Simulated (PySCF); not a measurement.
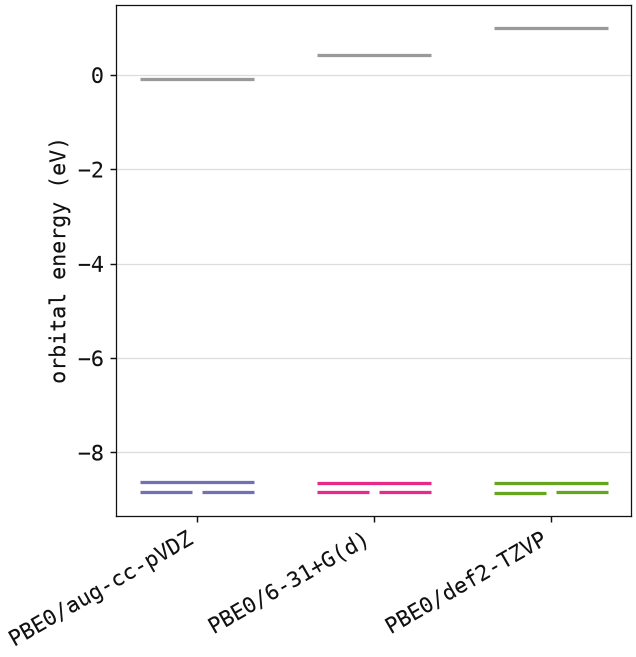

Frontier orbital energies of C₆H₁₄ (2,2-dimethylbutane), SMILES CCC(C)(C)C at one geometry, PySCF, at a PBE0-D3(BJ)/def2-SVP geometry (no frequency check). Empty levels are grey, levels within 0.1 eV stand side by side; all columns show the same few orbitals around the gap.

How do the frontier levels move from column to column?

The separation grows from 8.55 eV (PBE0/aug-cc-pVDZ) to 9.65 eV (PBE0/def2-TZVP).

```tsv
level	HOMO (eV)	LUMO (eV)	separation (eV)
PBE0/aug-cc-pVDZ	−8.64	−0.08	8.55
PBE0/6-31+G(d)	−8.65	0.42	9.06
PBE0/def2-TZVP	−8.65	1.00	9.65
```

Caveats, for all or some of the runs: empty levels above zero depend strongly on the basis.
